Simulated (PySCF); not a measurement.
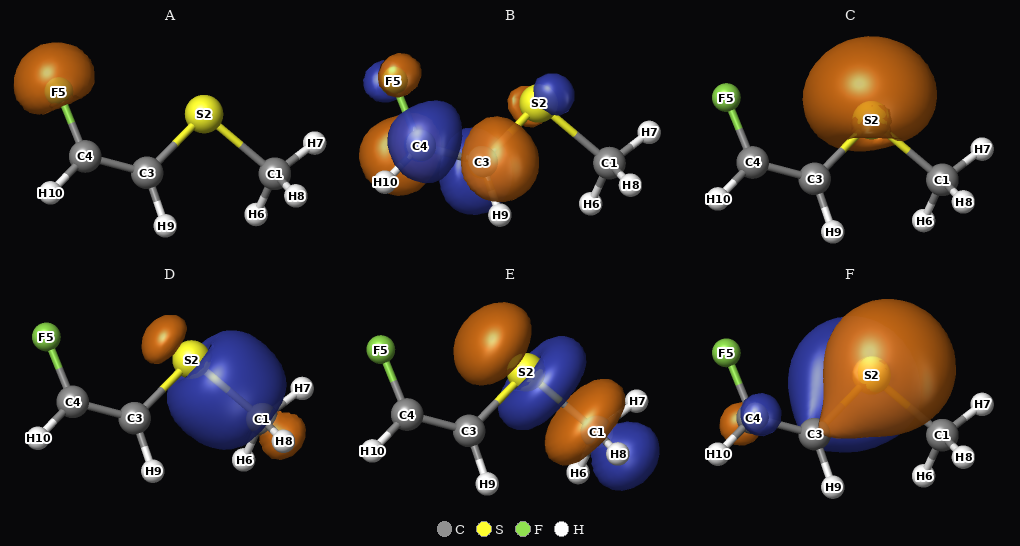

Figure. C3H5FS, SMILES `CS/C=C\F`. Intrinsic bond orbitals (IBO), occupied and valence-virtual; each surface holds about 85 % of the orbital's density. Energies are diagonal elements of the Fock matrix.

Computed with PySCF, PBE0/6-311G**, geometry: GFN2-xTB. No frequency check shows the geometry to be a minimum. GFN2-xTB bond lengths at metals and heavier atoms can be off by up to 0.1 Å and shapes distorted, which carries into these values.

The calculation's input:

```python
import numpy as np
from pyscf import gto, scf, dft, lo
from pyscf.data.elements import chemcore

def solve(mol, dm0=None, hcore=None):
    mf = (dft.UKS if mol.spin else dft.RKS)(mol, xc='pbe0')
    mf.grids.level = 3
    mf = mf.density_fit(auxbasis='def2-universal-jkfit')
    mf.conv_tol, mf.max_cycle = 1e-8, 80
    if hcore is not None:
        mf.get_hcore = lambda *args: hcore
    mf.kernel(dm0)
    if not mf.converged:
        mf = mf.newton().run(mf.mo_coeff, mf.mo_occ, max_cycle=30)
    assert mf.converged, 'SCF not converged'
    return mf

mol = gto.M(atom='''
C      2.35460    -0.30828    -0.00055
S      0.78592     0.61221     0.00057
C     -0.32837    -0.73912     0.00043
C     -1.64990    -0.63586     0.00016
F     -2.29073     0.54428    -0.00071
H      2.42126    -0.91887    -0.89725
H      3.14661     0.43330    -0.00002
H      2.42221    -0.92092     0.89245
H      0.12536    -1.71497     0.00149
H     -2.33154    -1.47295     0.00039
''', basis='6-311g**', charge=0, spin=0, verbose=4)
mf = solve(mol)
occ_all = mf.mo_coeff[:, mf.mo_occ > 0]
occ = occ_all[:, chemcore(mol):]
loc = lo.ibo.ibo(mol, occ, iaos=lo.iao.iao(mol, occ_all))
fock, s = mf.get_fock(), mf.get_ovlp()
ortho = lo.orth_ao(mol, 'meta_lowdin')
ortho = lo.vec_lowdin(lo.iao.iao(mol, occ_all), s)
labels = lo.iao.reference_mol(mol).ao_labels(fmt=None)
vir = lo.vvo.livvo(mol, occ_all, mf.mo_coeff[:, mf.mo_occ == 0])
both = np.hstack([loc, vir])
p = (ortho.T @ s @ both) ** 2
pop = np.array([p[[l[0] == a for l in labels]].sum(0) for a in range(mol.natm)])
spd = np.array([[p[[l[0] == a and l[2][-1] == k for l in labels]].sum(0) for k in 'spd'] for a in range(mol.natm)])
eps = np.einsum('pi,pq,qi->i', both, fock, both)
for i in np.argsort(eps):
    top = np.argsort(-pop[:, i])[:3]
    print('%3d %s %9.4f Eh ' % (i + 1, 'occ' if i < loc.shape[1] else 'vir', eps[i]), '  '.join('%s%d %.3f' % (mol.atom_symbol(a), a + 1, pop[a, i]) for a in top))
np.savez('result.npz', c=both, nocc=loc.shape[1], pop=pop, spd=spd, eps=eps, e=mf.e_tot)
```

Command:

```sh
OMP_NUM_THREADS=1 python input.py
```

The run took 14 s on 1 thread of Arm Neoverse V2, on a shared host, peak memory 0.52 GiB.

### Identify each orbital.

By panel:
- A: lone pair on F5 (sp0.4-type) (F5 100 %; −24.5 eV)
- B: π* orbital C4–C3 (C4 46 %, C3 44 %, S2 5 %; 1.5 eV)
- C: lone pair on S2 (sp0.5-type) (S2 99 %; −13.8 eV)
- D: σ bond S2–C1 (S2 50 %, C1 50 %; −14.7 eV)
- E: σ* orbital C1–S2 (C1 50 %, S2 50 %; 3.8 eV)
- F: lone pair on S2 (p-type) (S2 94 %; −7.4 eV)
